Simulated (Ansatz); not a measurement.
# Single-point calculation of GaH₄BrO₂

- system: GaH₄BrO₂
- method: RKS PBE0-D4/def2-TZVPP (Ansatz 0.2.0)

The geometry is the product side of a reaction. The geometry comes from this level: PBE0-D4/def2-TZVP.

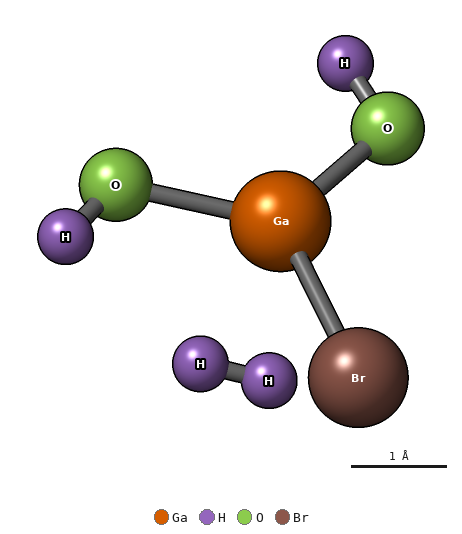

**Figure 1.** The structure as given in the input (ball-and-stick view, seen at a tilt). Sticks mark near contacts. Bond lengths as drawn: Br–Ga 2.27 Å, Ga–O 1.77 to 1.78 Å, H–H 0.75 Å and H–O 0.96 Å.

Input file:
```yaml
crystal:
  periodic: [false, false, false]
  atoms:
    - {symbol: Ga, position_ang: [0.334660, 0.636651, -0.047547]}
    - {symbol: H, position_ang: [-0.338331, -1.977094, 0.335640]}
    - {symbol: O, position_ang: [0.144093, 0.586270, -1.805001]}
    - {symbol: O, position_ang: [-1.106135, 0.783360, 0.980004]}
    - {symbol: H, position_ang: [0.223211, -2.131519, -0.135961]}
    - {symbol: Br, position_ang: [2.424481, 0.619980, 0.831130]}
    - {symbol: H, position_ang: [-0.777713, 0.624229, -2.073835]}
    - {symbol: H, position_ang: [-0.904267, 0.858223, 1.915571]}
basis:
  gaussian: {orbitals: def2-TZVPP}
hamiltonian: {xc: pbe0, dispersion: d4}
output: {orbitals: {seedname: orbitals}}
```

Hardware: 8 threads of Intel Xeon, 31 GiB of memory available, shared host.

Launched with:
```bash
ansatz run in.yaml --threads 8 --pin off --events-out ev --progress --plain --max-ram 19148MiB
```

What the program printed:
```
Functional definition: PBE0
  name "PBE0"
  cite "Adamo & Barone, J. Chem. Phys. 110, 6158 (1999) doi:10.1063/1.478522"
  cite "Perdew, Burke & Ernzerhof, Phys. Rev. Lett. 77, 3865 (1996) doi:10.1103/PhysRevLett.77.3865"
  parent pbe
  parameter a = 0.25
  parameter kappa = 0.804
  parameter beta = 0.06672455060314922
  exchange = (1 - a)*pbe_x(kappa = kappa, mu = beta*pi^2/3) + a*exact_x
  correlation = pbe_c(beta = beta)
1364 factors; their error is unknown
mean field evaluation 1: about -126557.8778 eV, gradient 8.1e1 eV
mean field evaluation 2: about -126525.6809 eV, gradient 1.5e2 eV
mean field evaluation 4: about -126568.0295 eV, gradient 5.6e0 eV
mean field evaluation 8: about -126568.0809 eV, gradient 1.5e-1 eV
mean field evaluation 16: about -126568.7095 eV, gradient 1.3e-4 eV
mean field -126568.70952714 eV, -4651.3142837698 hartree, gradient 3.8e-5 eV, S^2 0.000000; 0 other end points of the search recorded, 0 dependent functions left out
reference -126568.70955697 eV, -4651.3142848659 hartree; 43, 43 occupied and 171, 171 virtual orbitals, 1364 factors
Total energy: -126568.85040222 eV, -4651.3194608335 hartree
```

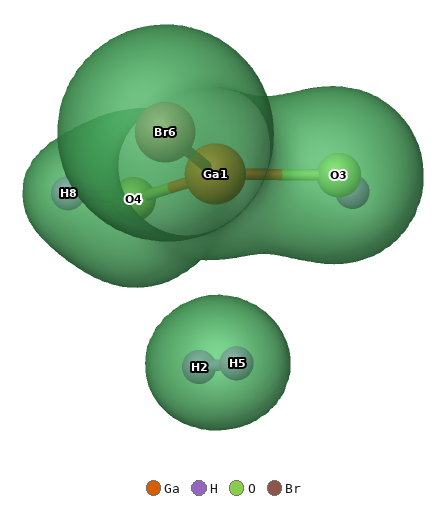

**Figure 2.** Isosurface of the total electron density at 0.1 e/Å³ (green), seen at a tilt. At this value the surface falls into two separate pieces. It is pinched off along the Ga···H (2.73 Å) contacts. On the grid the lowest density along these lines, outside the cores, is 0.06 e/Å³ (Ga···H, 2.73 Å), 0.96 e/Å³ (Ga–O, 1.77 Å), 0.61 e/Å³ (Ga–Br, 2.27 Å) and 1.8 e/Å³ (H–H, 0.75 Å).

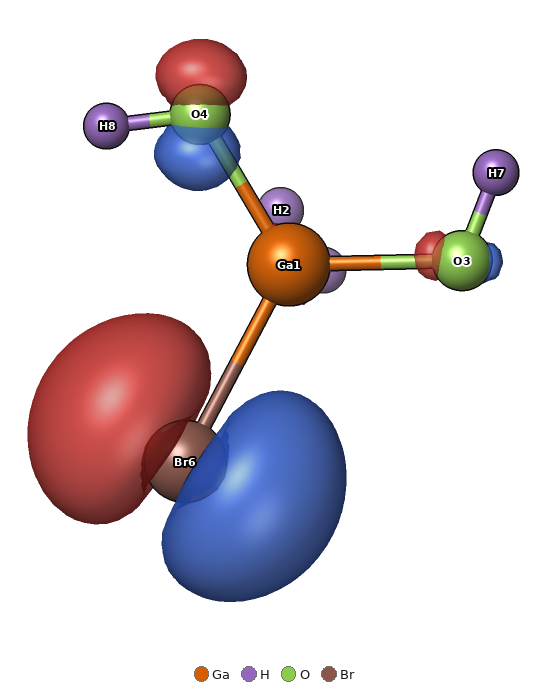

**Figure 3.** The HOMO at ±0.15 Å⁻³ᐟ² (blue and red are the two phases), seen from the side. Its energy is −8.65 eV.

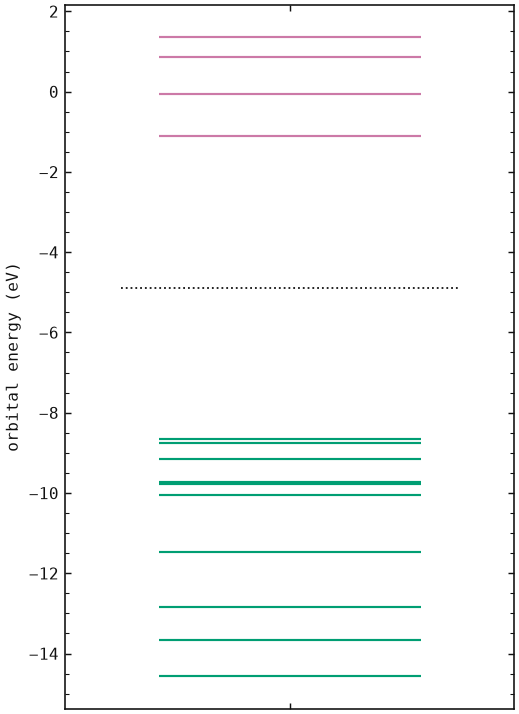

**Figure 4.** Orbital energies near the frontier; the dotted line parts filled from empty levels, and levels within 0.02 eV of each other stand side by side. Highest filled −8.65 eV, lowest empty −1.11 eV, 7.54 eV apart.

Results in brief:

| quantity | value |
| --- | --- |
| outcome | converged |
| total energy | −126568.8504 eV |
| mean-field energy | −126568.7096 eV |
| dispersion energy | −0.1408 eV |
| SCF solution under orbital rotations | stable |
| HOMO | −8.65 eV |
| LUMO | −1.11 eV |
| wall time | 1.1 s (CPU time 7.2 s) |
| peak memory | 0.7 GiB |
